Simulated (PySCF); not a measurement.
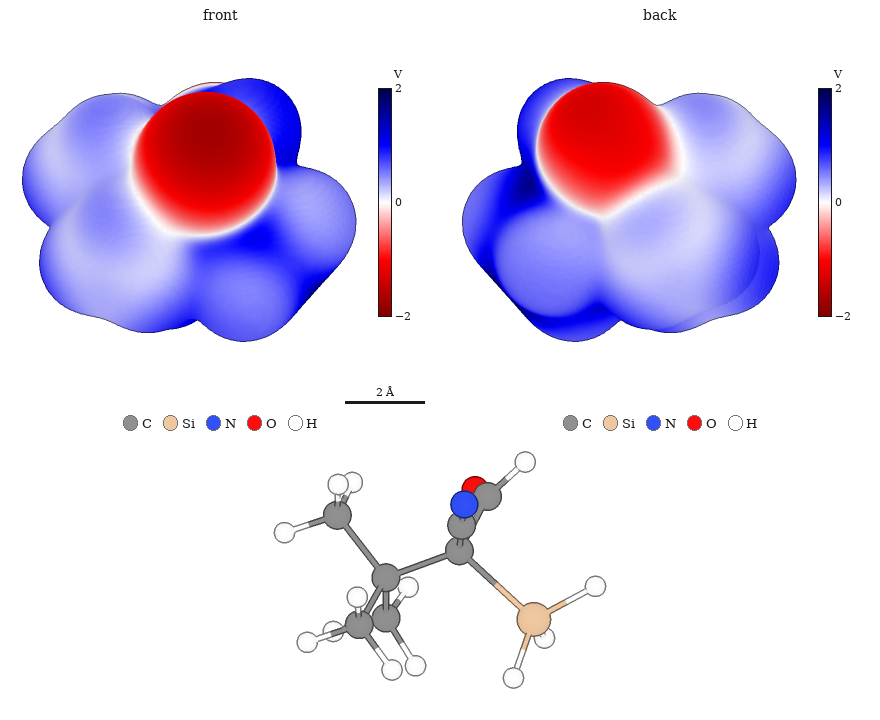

Figure. C$_{7}$H$_{13}$NOSi (SMILES CC(C)(C)[C@]([SiH3])(C#N)C=O). The molecular electrostatic potential painted on the density surface at 0.002 e/bohr³, seen from the front and from behind; the colour scale runs from red (negative) to blue (positive). The bare structure is drawn below in the same view.

Geometry: GFN2-xTB.

The calculation used PBE0/pcSseg-1, SCF density, gas phase, non-relativistic (PySCF 2.14.0).

Input

```
{"job": {"kind": "nmr", "xc": "PBE0", "basis": "pcSseg-1"}, "charge": 0, "multiplicity": 1}
C     -0.754682    -1.439465    -0.753236
C     -0.707024    -0.047263    -0.126203
C     -1.411103     0.955601    -1.049332
C     -1.440956    -0.075769     1.217532
C      0.758606     0.424451     0.078681
Si     1.948053    -0.848442     0.973666
C      0.802943     1.597934     0.899540
N      0.855677     2.538586     1.550518
C      1.533195     0.687889    -1.168795
O      1.395588     0.140106    -2.229745
H     -0.362434    -2.188009    -0.065963
H     -1.785688    -1.699767    -0.984374
H     -0.180478    -1.467014    -1.674655
H     -0.962151     0.953595    -2.039616
H     -1.349933     1.963703    -0.641394
H     -2.461731     0.693208    -1.153581
H     -1.446159     0.908306     1.681429
H     -2.472972    -0.384055     1.063785
H     -0.978658    -0.778984     1.906609
H      1.311169    -1.240254     2.226286
H      3.194459    -0.136696     1.247519
H      2.175656    -1.972106     0.074192
H      2.333870     1.441427    -1.022786
```

Command:

```sh
OMP_NUM_THREADS=1 python probes_run.py task.json out
```

### Where is the surface potential most negative and most positive?

The most negative region (about −1.7 V, or −39 kcal/mol for a unit charge) lies over N8, the most positive (about +1.7 V, or +39 kcal/mol for a unit charge) over Si6. N8 is the likeliest acceptor of a hydrogen bond.
